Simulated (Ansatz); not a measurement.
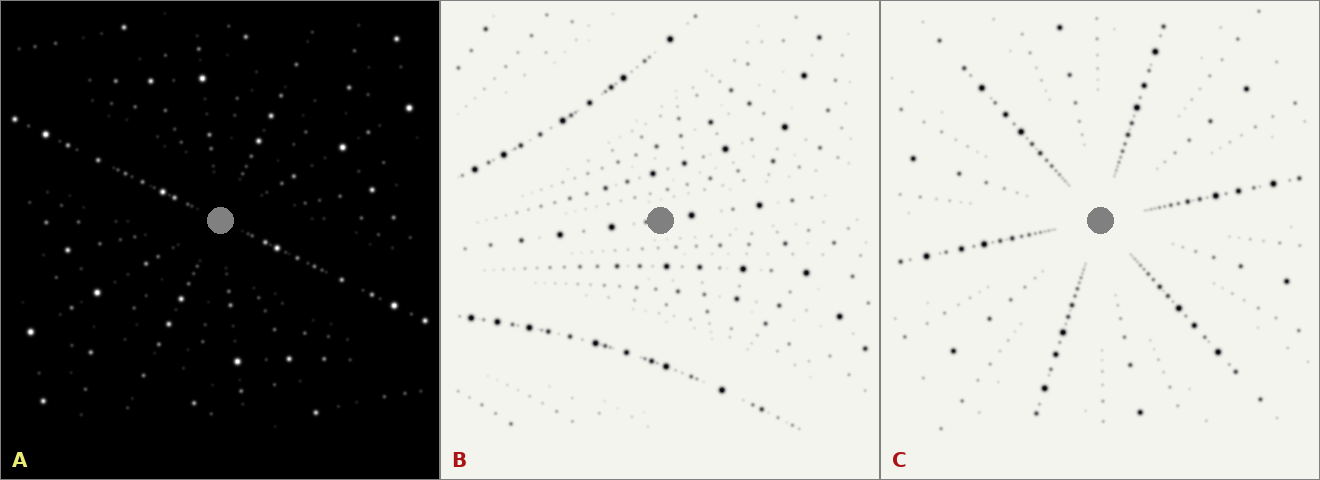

Simulated back-reflection Laue patterns (white X-rays, 0.45 to 2.2 Å, flat plate covering ±45° about the beam, kinematic intensities, seen from the source). Crystal: Tl, space group P6_3/mmc (No. 194), a = 3.61 Å, c = 5.51 Å (hexagonal axes). Structure: coordinates from a relaxation at fixed volume with DFT PBE, spin-orbit coupling, plane waves, PAW (Ansatz 0.2.0).

```cif
data_structure
_symmetry_space_group_name_H-M 'P6_3/mmc'
_symmetry_Int_Tables_number 194
_cell_length_a 3.6094
_cell_length_b 3.6094
_cell_length_c 5.5108
_cell_angle_alpha 90.000
_cell_angle_beta 90.000
_cell_angle_gamma 120.000
_cell_volume 62.18
loop_
_atom_site_label
_atom_site_type_symbol
_atom_site_symmetry_multiplicity
_atom_site_Wyckoff_symbol
_atom_site_fract_x
_atom_site_fract_y
_atom_site_fract_z
_atom_site_occupancy
Tl1 Tl 2 d 0.33333 0.66667 0.75000 1
```

### The directions [001], [101], [210] point towards the source, in some order. Which is which?

A: [210], symmetry 2mm (a twofold axis with two mirror lines). B: [101], symmetry m (one mirror line). C: [001], symmetry 6mm (a sixfold axis with mirror lines). The Laue class is 6/mmm.
